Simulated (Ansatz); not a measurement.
**H3NO2Si + NH3: a complex and its separated parts, part 1 of 2**

The complex below is one end of an elementary step. How strongly is it bound against its free parts?

Computed with Ansatz 0.2.0, Gaussian basis. Level: PBE0-D4/def2-TZVP structures, single points in def2-TZVPP, no counterpoise correction.

Levels: SPW92, PBE-D4, BLYP-D4, r2SCAN-D4, B97M-V, PBE0-D4, B3LYP-D4, r2SCAN0-D4, BHLYP-D4, CAM-B3LYP-D4, wB97X-V, wB97M-V, B2PLYP, PBE-QIDH, RPA on PBE, Hartree-Fock, MP2, CCSD, CCSD(T).

Cores are frozen in the correlated methods. B3LYP uses VWN-RPA correlation. B2PLYP carries no dispersion term here.

56 further runs of the same task are left out: 56 set aside as unsound or not needed. Runs told in other sessions of the task aren't counted.

## 1. The starting structure

The complex: 11 atoms, charge 0, spin multiplicity 1.

Atoms are counted from 1 here; the program's logs count them from 0.

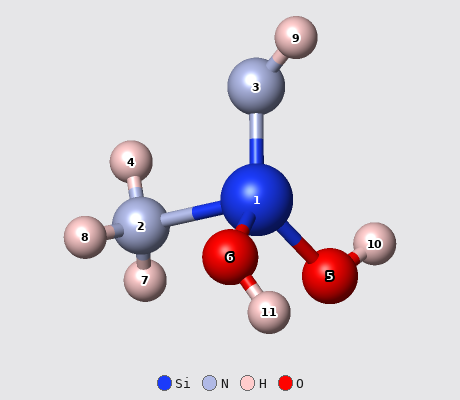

The starting geometry (silicon blue, nitrogen light blue, hydrogen pink, oxygen red); atoms are numbered from 1 in the order of the file.

Geometry (Å):

```mol
H6N2O2Si
  3D, bonds by distance, orders not assigned

 11 10  0  0  0  0  0  0  0  0999 V2000
   -0.4932   -0.1881    0.0663 Si  0  0
    1.3183    0.4536    0.1655 N   0  0
   -0.1819   -1.6470    0.6429 N   0  0
    1.8177   -0.4177    0.3398 H   0  0
   -0.8115    0.1424   -1.5310 O   0  0
   -1.2403    1.0630    0.8420 O   0  0
    1.6608    0.9088   -0.6739 H   0  0
    1.4409    1.0735    0.9594 H   0  0
   -0.8552   -2.3188    0.9686 H   0  0
   -0.8387   -0.6563   -2.0620 H   0  0
   -1.8167    1.5867    0.2824 H   0  0
  1  2  8  0
  1  3  8  0
  1  5  8  0
  1  6  8  0
  2  4  8  0
  2  7  8  0
  2  8  8  0
  3  9  8  0
  5 10  8  0
  6 11  8  0
M  END
```

Its parts: H3NO2Si holds atoms 1, 3, 5, 6, 9, 10, 11; NH3 holds atoms 2, 4, 7, 8. Each part counts its atoms afresh in its own runs.

## 2. Relaxing H3NO2Si alone

The input, relax-a/in.yaml:

```yaml
crystal:
  periodic: [false, false, false]
  atoms:
    - {symbol: Si, position_ang: [-0.493232, -0.188106, 0.066322]}
    - {symbol: N, position_ang: [-0.181880, -1.647037, 0.642904]}
    - {symbol: O, position_ang: [-0.811470, 0.142397, -1.531037]}
    - {symbol: O, position_ang: [-1.240280, 1.062968, 0.841956]}
    - {symbol: H, position_ang: [-0.855174, -2.318823, 0.968561]}
    - {symbol: H, position_ang: [-0.838743, -0.656289, -2.061978]}
    - {symbol: H, position_ang: [-1.816702, 1.586701, 0.282413]}
basis:
  gaussian: {orbitals: def2-TZVP}
hamiltonian: {xc: pbe0, dispersion: d4}
relax: {f_tol: 0.005, max_steps: 200}
```

Started as:

```sh
> ansatz run in.yaml --threads 8 --pin off --events-out ev --progress --plain --max-ram 19148MiB
```

The program printed, cut to the lines that bear on the results:

```text
Functional definition: PBE0
  name "PBE0"
  cite "Adamo & Barone, J. Chem. Phys. 110, 6158 (1999) doi:10.1063/1.478522"
  cite "Perdew, Burke & Ernzerhof, Phys. Rev. Lett. 77, 3865 (1996) doi:10.1103/PhysRevLett.77.3865"
  parent pbe
[...]
857 factors; their error is unknown
[...]
mean field -13505.01256608 eV, -496.3000577773 hartree, gradient 3.3e-5 eV, S^2 0.000000; 0 other end points of the search recorded, 0 dependent functions left out
[...]
reference -13505.01259202 eV, -496.3000587306 hartree; 20, 20 occupied and 128, 128 virtual orbitals, 857 factors
[...]
Total energy: -13505.99264222 eV, -496.3360749110 hartree
Atom 0 at    -0.887015    -0.339455    -0.004844 Å, force    -0.001107     0.003777    -0.000232 eV/Å
Atom 1 at    -0.476736    -1.808677     0.392698 Å, force    -0.000118     0.001288    -0.000429 eV/Å
Atom 2 at    -0.864184     0.141728    -1.554916 Å, force    -0.000241    -0.000104    -0.003909 eV/Å
Atom 3 at    -1.378443     0.942293     0.853755 Å, force     0.000291    -0.001867     0.001221 eV/Å
Atom 4 at    -0.472211    -2.161018     1.336559 Å, force     0.000321    -0.002222     0.001808 eV/Å
Atom 5 at    -0.586188    -0.537359    -2.175664 Å, force     0.000860    -0.001475     0.000315 eV/Å
Atom 6 at    -1.572705     1.744300     0.361552 Å, force    -0.000005     0.000603     0.001226 eV/Å
Dipole moment:    -0.115274     0.452105    -0.225748 e Å
```

Wall time 11 s (8 threads of Arm Neoverse V1, shared host).

The steps of the relaxation: (the energy doesn't fall at every step)

```tsv
step	energy from step 1 (eV)	largest force component (eV/Å)
1	0.0000	2.7789
2	-0.4556	0.9893
3	-0.5885	1.0615
4	-0.7974	1.0015
5	-0.8523	0.8938
6	-0.8456	0.3822
7	-0.8736	0.1097
8	-0.8737	0.2021
9	-0.8745	0.0637
10	-0.8748	0.0039
```

Distances of close pairs at the start and the end, largest changes first:

```tsv
bond	before (Å)	after (Å)	change (Å)
Si1–O3	1.662	1.623	-0.039
Si1–O4	1.651	1.619	-0.032
Si1–N2	1.599	1.576	-0.023
N2–H5	1.005	1.007	+0.002
O4–H7	0.959	0.961	+0.002
O3–H6	0.959	0.961	+0.002
```

## 3. Relaxing NH3 alone

The input, relax-b/in.yaml:

```yaml
crystal:
  periodic: [false, false, false]
  atoms:
    - {symbol: N, position_ang: [1.318328, 0.453590, 0.165457]}
    - {symbol: H, position_ang: [1.817689, -0.417732, 0.339833]}
    - {symbol: H, position_ang: [1.660788, 0.908815, -0.673914]}
    - {symbol: H, position_ang: [1.440879, 1.073517, 0.959381]}
basis:
  gaussian: {orbitals: def2-TZVP}
hamiltonian: {xc: pbe0, dispersion: d4}
relax: {f_tol: 0.005, max_steps: 200}
```

Started as:

```sh
> ansatz run in.yaml --threads 8 --pin off --events-out ev --progress --plain --max-ram 19148MiB
```

The program printed, cut to the lines that bear on the results:

```text
[... 5 set-up lines as earlier in the session ...]
[...]
287 factors; their error is unknown
[...]
mean field -1537.78375863 eV, -56.5125107825 hartree, gradient 4.1e-6 eV, S^2 0.000000; 0 other end points of the search recorded, 0 dependent functions left out
[...]
Total energy: -1537.80844355 eV, -56.5134179365 hartree
Atom 0 at     1.285163     0.448127     0.166091 Å, force    -0.000412    -0.000633    -0.000018 eV/Å
Atom 1 at     1.825210    -0.392525     0.330282 Å, force    -0.000040     0.000365    -0.000007 eV/Å
Atom 2 at     1.673770     0.895339    -0.655045 Å, force     0.000233     0.000142    -0.000118 eV/Å
Atom 3 at     1.453541     1.067248     0.949428 Å, force     0.000219     0.000126     0.000143 eV/Å
Dipole moment:     0.343176     0.070602     0.039538 e Å
```

Wall time 0.91 s (8 threads of Arm Neoverse V1, shared host).

The steps of the relaxation:

```tsv
step	energy from step 1 (eV)	largest force component (eV/Å)
1	0.0000	0.4719
2	-0.0122	0.2074
3	-0.0137	0.2185
4	-0.0156	0.0110
5	-0.0156	0.0006
```

Distances of close pairs at the start and the end, largest changes first:

```tsv
bond	before (Å)	after (Å)	change (Å)
N1–H2	1.019	1.013	-0.007
N1–H4	1.015	1.013	-0.002
N1–H3	1.014	1.013	-0.002
```

## 4. SPW92/def2-TZVPP

The input, parta/in.yaml:

```yaml
crystal:
  periodic: [false, false, false]
  atoms:
    - {symbol: Si, position_ang: [-0.887015, -0.339455, -0.004844]}
    - {symbol: N, position_ang: [-0.476736, -1.808677, 0.392698]}
    - {symbol: O, position_ang: [-0.864184, 0.141728, -1.554916]}
    - {symbol: O, position_ang: [-1.378443, 0.942293, 0.853755]}
    - {symbol: H, position_ang: [-0.472211, -2.161018, 1.336559]}
    - {symbol: H, position_ang: [-0.586188, -0.537359, -2.175664]}
    - {symbol: H, position_ang: [-1.572705, 1.744300, 0.361552]}
basis:
  gaussian: {orbitals: def2-TZVPP}
hamiltonian: {xc: lda}
```

The input, partb/in.yaml:

```yaml
crystal:
  periodic: [false, false, false]
  atoms:
    - {symbol: N, position_ang: [1.285163, 0.448127, 0.166091]}
    - {symbol: H, position_ang: [1.825210, -0.392525, 0.330282]}
    - {symbol: H, position_ang: [1.673770, 0.895339, -0.655045]}
    - {symbol: H, position_ang: [1.453541, 1.067248, 0.949428]}
basis:
  gaussian: {orbitals: def2-TZVPP}
hamiltonian: {xc: lda}
```

One command serves all of them, each in its own folder.

Started as:

```sh
> ansatz run in.yaml --threads 8 --pin off --events-out ev --progress --plain --max-ram 19148MiB
```

Log of parta, cut to the lines that bear on the results:

```text
Functional definition: SPW92
  name "SPW92"
  cite "Dirac, Proc. Camb. Phil. Soc. 26, 376 (1930) doi:10.1017/S0305004100016108"
  cite "Slater, Phys. Rev. 81, 385 (1951) doi:10.1103/PhysRev.81.385"
  cite "Perdew & Wang, Phys. Rev. B 45, 13244 (1992) doi:10.1103/PhysRevB.45.13244"
[...]
922 factors; their error is unknown
[...]
mean field -13442.66779883 eV, -494.0089298396 hartree, gradient 7.4e-5 eV, S^2 0.000000; 0 other end points of the search recorded, 0 dependent functions left out
reference -13442.66783120 eV, -494.0089310291 hartree; 20, 20 occupied and 157, 157 virtual orbitals, 922 factors
Total energy: -13442.66783120 eV, -494.0089310291 hartree
```

partb printed, cut to the lines that bear on the results:

```text
[... 5 set-up lines as earlier in the session ...]
[...]
332 factors; their error is unknown
[...]
mean field -1526.58938241 eV, -56.1011250441 hartree, gradient 8.6e-5 eV, S^2 0.000000; 0 other end points of the search recorded, 0 dependent functions left out
reference -1526.58940181 eV, -56.1011257570 hartree; 5, 5 occupied and 68, 68 virtual orbitals, 332 factors
Total energy: -1526.58940181 eV, -56.1011257570 hartree
```

They took 0.55 s (parta), 0.15 s (partb) on 8 threads of Arm Neoverse V1, shared host.

## 5. PBE-D4/def2-TZVPP

The same edit goes into each in.yaml of step 4 (parta, partb):

```diff
-hamiltonian: {xc: lda}
+hamiltonian: {xc: pbe, dispersion: d4}
```

One command serves all of them, each in its own folder.

Started as:

```sh
> ansatz run in.yaml --threads 8 --pin off --events-out ev --progress --plain --max-ram 19148MiB
```

Log of parta, cut to the lines that bear on the results:

```text
Functional definition: PBE
  name "PBE"
[... 2 set-up lines as earlier in the session ...]
[...]
922 factors; their error is unknown
[...]
mean field -13505.36083683 eV, -496.3128564910 hartree, gradient 4.9e-5 eV, S^2 0.000000; 0 other end points of the search recorded, 0 dependent functions left out
reference -13505.36087154 eV, -496.3128577668 hartree; 20, 20 occupied and 157, 157 virtual orbitals, 922 factors
Total energy: -13505.48775590 eV, -496.3175206808 hartree
```

Output in partb, cut to the lines that bear on the results:

```text
[... 4 set-up lines as earlier in the session ...]
[...]
332 factors; their error is unknown
[...]
mean field -1537.73151812 eV, -56.5105909790 hartree, gradient 5.8e-5 eV, S^2 0.000000; 0 other end points of the search recorded, 0 dependent functions left out
reference -1537.73153847 eV, -56.5105917267 hartree; 5, 5 occupied and 68, 68 virtual orbitals, 332 factors
Total energy: -1537.74291630 eV, -56.5110098546 hartree
```

They took 0.75 s (parta), 0.25 s (partb) on 8 threads of Arm Neoverse V1, shared host.

## 6. BLYP-D4/def2-TZVPP

Each input of step 5 (parta, partb) changes in the same lines:

```diff
-hamiltonian: {xc: pbe, dispersion: d4}
+hamiltonian: {xc: {name: BLYP}, dispersion: d4}
```

The same command starts each run, in its folder.

Started as:

```sh
> ansatz run in.yaml --threads 8 --pin off --events-out ev --progress --plain --max-ram 19148MiB
```

Output in parta, cut to the lines that bear on the results:

```text
Functional definition: BLYP
  name "BLYP"
  cite "Becke, Phys. Rev. A 38, 3098 (1988) doi:10.1103/PhysRevA.38.3098"
  cite "Lee, Yang & Parr, Phys. Rev. B 37, 785 (1988) doi:10.1103/PhysRevB.37.785"
[...]
922 factors; their error is unknown
[...]
mean field -13514.51539760 eV, -496.6492803942 hartree, gradient 6.7e-5 eV, S^2 0.000000; 0 other end points of the search recorded, 0 dependent functions left out
reference -13514.51569417 eV, -496.6492912932 hartree; 20, 20 occupied and 157, 157 virtual orbitals, 922 factors
Total energy: -13514.80160067 eV, -496.6597981630 hartree
```

Output in partb, cut to the lines that bear on the results:

```text
[... 4 set-up lines as earlier in the session ...]
[...]
332 factors; their error is unknown
[...]
mean field -1539.10790914 eV, -56.5611724160 hartree, gradient 5.5e-5 eV, S^2 0.000000; 0 other end points of the search recorded, 0 dependent functions left out
reference -1539.10809472 eV, -56.5611792359 hartree; 5, 5 occupied and 68, 68 virtual orbitals, 332 factors
Total energy: -1539.13554379 eV, -56.5621879708 hartree
```

They took 0.86 s (parta), 0.25 s (partb) on 8 threads of Arm Neoverse V1, shared host.

## 7. r2SCAN-D4/def2-TZVPP

Each input of step 6 (parta, partb) changes in the same lines:

```diff
-hamiltonian: {xc: {name: BLYP}, dispersion: d4}
+hamiltonian: {xc: r2scan, dispersion: d4}
```

One command serves all of them, each in its own folder.

Started as:

```sh
> ansatz run in.yaml --threads 8 --pin off --events-out ev --progress --plain --max-ram 19148MiB
```

parta printed, cut to the lines that bear on the results:

```text
Functional definition: r2SCAN
  name "r2SCAN"
  cite "Furness, Kaplan, Ning, Perdew & Sun, J. Phys. Chem. Lett. 11, 8208 (2020) doi:10.1021/acs.jpclett.0c02405"
  cite "Furness, Kaplan, Ning, Perdew & Sun, J. Phys. Chem. Lett. 11, 9248 (2020) doi:10.1021/acs.jpclett.0c03077"
  parent r2scan
[...]
922 factors; their error is unknown
[...]
mean field -13512.01780315 eV, -496.5574954913 hartree, gradient 2.7e-5 eV, S^2 0.000000; 0 other end points of the search recorded, 0 dependent functions left out
reference -13512.01781339 eV, -496.5574958675 hartree; 20, 20 occupied and 157, 157 virtual orbitals, 922 factors
Total energy: -13512.04702547 eV, -496.5585693918 hartree
```

partb printed, cut to the lines that bear on the results:

```text
[... 5 set-up lines as earlier in the session ...]
[...]
332 factors; their error is unknown
[...]
mean field -1538.76469720 eV, -56.5485596100 hartree, gradient 3.0e-5 eV, S^2 0.000000; 0 other end points of the search recorded, 0 dependent functions left out
reference -1538.76470366 eV, -56.5485598473 hartree; 5, 5 occupied and 68, 68 virtual orbitals, 332 factors
Total energy: -1538.76741659 eV, -56.5486595456 hartree
```

Times: 1.6 s (parta), 0.5 s (partb) on 8 threads of Arm Neoverse V1, shared host.

## 8. B97M-V/def2-TZVPP

Each input of step 7 (parta, partb) changes in the same lines:

```diff
-hamiltonian: {xc: r2scan, dispersion: d4}
+hamiltonian: {xc: {name: B97M-V}}
```

The same command starts each run, in its folder.

Started as:

```sh
> ansatz run in.yaml --threads 8 --pin off --events-out ev --progress --plain --max-ram 19148MiB
```

Output in parta, cut to the lines that bear on the results:

```text
Functional definition: B97M-V
  name "B97M-V"
  cite "Mardirossian & Head-Gordon, J. Chem. Phys. 142, 074111 (2015) doi:10.1063/1.4907719"
  cite "Becke, J. Chem. Phys. 107, 8554 (1997) doi:10.1063/1.475007"
  cite "Vydrov & Van Voorhis, J. Chem. Phys. 133, 244103 (2010) doi:10.1063/1.3521275"
  # Of w^i u^j: cxij and so on, Table III.
[...]
  gx(w, u) = cx00 + cx01*u + cx02*u^2 + (cx10 + cx11*u)*w
[...]
  gos(w, u) = cos00 + cos01*u + cos03*u^3 + cos10*w + cos32*w^3*u^2
[...]
      + integral(e_c_pw_mod_opposite_spin*gos(b97_w_opposite, b97_u_opposite)) + vv10(b, c)
922 factors; their error is unknown
[...]
mean field -13511.92362969 eV, -496.5540346804 hartree, gradient 3.7e-5 eV, S^2 0.000000; 0 other end points of the search recorded, 0 dependent functions left out
reference -13511.92368110 eV, -496.5540365695 hartree; 20, 20 occupied and 157, 157 virtual orbitals, 922 factors
Total energy: -13511.92368110 eV, -496.5540365695 hartree
```

partb printed, cut to the lines that bear on the results:

```text
[... 5 set-up lines as earlier in the session ...]
  # Of w^i u^j: cxij and so on, Table III.
[...]
  gx(w, u) = cx00 + cx01*u + cx02*u^2 + (cx10 + cx11*u)*w
[...]
  gos(w, u) = cos00 + cos01*u + cos03*u^3 + cos10*w + cos32*w^3*u^2
[...]
      + integral(e_c_pw_mod_opposite_spin*gos(b97_w_opposite, b97_u_opposite)) + vv10(b, c)
332 factors; their error is unknown
[...]
mean field -1539.38742959 eV, -56.5714446030 hartree, gradient 4.5e-5 eV, S^2 0.000000; 0 other end points of the search recorded, 0 dependent functions left out
reference -1539.38746241 eV, -56.5714458093 hartree; 5, 5 occupied and 68, 68 virtual orbitals, 332 factors
Total energy: -1539.38746241 eV, -56.5714458093 hartree
```

Wall times: 2.7 s (parta), 0.51 s (partb) on 8 threads of Arm Neoverse V1, shared host.

## 9. PBE0-D4/def2-TZVPP

The same edit goes into each in.yaml of step 8 (parta, partb):

```diff
-hamiltonian: {xc: {name: B97M-V}}
+hamiltonian: {xc: pbe0, dispersion: d4}
+output: {orbitals: {seedname: orbitals}}
```

One command serves all of them, each in its own folder.

Started as:

```sh
> ansatz run in.yaml --threads 8 --pin off --events-out ev --progress --plain --max-ram 19148MiB
```

parta printed, cut to the lines that bear on the results:

```text
[... 5 set-up lines as earlier in the session ...]
[...]
925 factors; their error is unknown
[...]
mean field -13506.00077767 eV, -496.3363738833 hartree, gradient 2.4e-5 eV, S^2 0.000000; 0 other end points of the search recorded, 0 dependent functions left out
reference -13506.00080326 eV, -496.3363748237 hartree; 20, 20 occupied and 157, 157 virtual orbitals, 925 factors
Total energy: -13506.10631328 eV, -496.3402522454 hartree
```

partb printed, cut to the lines that bear on the results:

```text
[... 5 set-up lines as earlier in the session ...]
[...]
332 factors; their error is unknown
[...]
mean field -1537.87183977 eV, -56.5157477045 hartree, gradient 6.9e-6 eV, S^2 0.000000; 0 other end points of the search recorded, 0 dependent functions left out
reference -1537.87185568 eV, -56.5157482893 hartree; 5, 5 occupied and 68, 68 virtual orbitals, 332 factors
Total energy: -1537.88097136 eV, -56.5160832844 hartree
```

Wall times: 1 s (parta), 0.25 s (partb) on 8 threads of Arm Neoverse V1, shared host.

## 10. B3LYP-D4/def2-TZVPP

Each input of step 9 (parta, partb) changes in the same lines:

```diff
-hamiltonian: {xc: pbe0, dispersion: d4}
-output: {orbitals: {seedname: orbitals}}
+hamiltonian: {xc: {name: B3LYP}, dispersion: d4}
```

The same command starts each run, in its folder.

Started as:

```sh
> ansatz run in.yaml --threads 8 --pin off --events-out ev --progress --plain --max-ram 19148MiB
```

Log of parta, cut to the lines that bear on the results:

```text
Functional definition: B3LYP
  name "B3LYP"
  cite "Stephens, Devlin, Chabalowski & Frisch, J. Phys. Chem. 98, 11623 (1994) doi:10.1021/j100096a001"
[... 2 set-up lines as earlier in the session ...]
  cite "Vosko, Wilk & Nusair, Can. J. Phys. 58, 1200 (1980) doi:10.1139/p80-159"
[...]
925 factors; their error is unknown
[...]
mean field -13516.03774207 eV, -496.7052255216 hartree, gradient 2.2e-5 eV, S^2 0.000000; 0 other end points of the search recorded, 0 dependent functions left out
reference -13516.03796019 eV, -496.7052335375 hartree; 20, 20 occupied and 157, 157 virtual orbitals, 925 factors
Total energy: -13516.24427539 eV, -496.7128154811 hartree
```

Output in partb, cut to the lines that bear on the results:

```text
[... 6 set-up lines as earlier in the session ...]
[...]
332 factors; their error is unknown
[...]
mean field -1539.85469659 eV, -56.5886163485 hartree, gradient 2.1e-5 eV, S^2 0.000000; 0 other end points of the search recorded, 0 dependent functions left out
reference -1539.85483620 eV, -56.5886214794 hartree; 5, 5 occupied and 68, 68 virtual orbitals, 332 factors
Total energy: -1539.87289687 eV, -56.5892851966 hartree
```

They took 1.1 s (parta), 0.2 s (partb) on 8 threads of Arm Neoverse V1, shared host.

## 11. r2SCAN0-D4/def2-TZVPP

Each input of step 10 (parta, partb) changes in the same lines:

```diff
-hamiltonian: {xc: {name: B3LYP}, dispersion: d4}
+hamiltonian: {xc: {name: r2SCAN0}, dispersion: d4}
```

One command serves all of them, each in its own folder.

Started as:

```sh
> ansatz run in.yaml --threads 8 --pin off --events-out ev --progress --plain --max-ram 19148MiB
```

Output in parta, cut to the lines that bear on the results:

```text
Functional definition: r2SCAN0
  name "r2SCAN0"
  cite "Bursch, Neugebauer, Ehlert & Grimme, J. Chem. Phys. 156, 134105 (2022) doi:10.1063/5.0086040"
[... 3 set-up lines as earlier in the session ...]
[...]
925 factors; their error is unknown
[...]
mean field -13510.97874913 eV, -496.5193109603 hartree, gradient 3.5e-5 eV, S^2 0.000000; 0 other end points of the search recorded, 0 dependent functions left out
reference -13510.97875721 eV, -496.5193112571 hartree; 20, 20 occupied and 157, 157 virtual orbitals, 925 factors
Total energy: -13511.01311926 eV, -496.5205740392 hartree
```

Log of partb, cut to the lines that bear on the results:

```text
[... 6 set-up lines as earlier in the session ...]
[...]
332 factors; their error is unknown
[...]
mean field -1538.56924755 eV, -56.5413769679 hartree, gradient 4.2e-5 eV, S^2 0.000000; 0 other end points of the search recorded, 0 dependent functions left out
reference -1538.56925264 eV, -56.5413771548 hartree; 5, 5 occupied and 68, 68 virtual orbitals, 332 factors
Total energy: -1538.57225393 eV, -56.5414874502 hartree
```

They took 1.6 s (parta), 0.5 s (partb) on 8 threads of Arm Neoverse V1, shared host.

## 12. BHLYP-D4/def2-TZVPP

Each input of step 11 (parta, partb) changes in the same lines:

```diff
-hamiltonian: {xc: {name: r2SCAN0}, dispersion: d4}
+hamiltonian: {xc: {name: BHLYP}, dispersion: d4}
```

Each run has its own folder and the same command.

Started as:

```sh
> ansatz run in.yaml --threads 8 --pin off --events-out ev --progress --plain --max-ram 19148MiB
```

Output in parta, cut to the lines that bear on the results:

```text
Functional definition: BHLYP
  name "BHLYP"
  cite "Becke, J. Chem. Phys. 98, 1372 (1993) doi:10.1063/1.464304"
[... 2 set-up lines as earlier in the session ...]
[...]
1010 factors; their error is unknown
[...]
mean field -13512.58131326 eV, -496.5782041058 hartree, gradient 3.1e-5 eV, S^2 0.000000; 0 other end points of the search recorded, 0 dependent functions left out
reference -13512.58145989 eV, -496.5782094942 hartree; 20, 20 occupied and 157, 157 virtual orbitals, 1010 factors
Total energy: -13512.73534589 eV, -496.5838647004 hartree
```

partb printed, cut to the lines that bear on the results:

```text
[... 5 set-up lines as earlier in the session ...]
[...]
346 factors; their error is unknown
[...]
mean field -1538.73563367 eV, -56.5474915447 hartree, gradient 7.6e-5 eV, S^2 0.000000; 0 other end points of the search recorded, 0 dependent functions left out
reference -1538.73573031 eV, -56.5474950965 hartree; 5, 5 occupied and 68, 68 virtual orbitals, 346 factors
Total energy: -1538.74643037 eV, -56.5478883164 hartree
```

Times: 0.95 s (parta), 0.2 s (partb) on 8 threads of Arm Neoverse V1, shared host.

(Continued in part 2 of 2.)
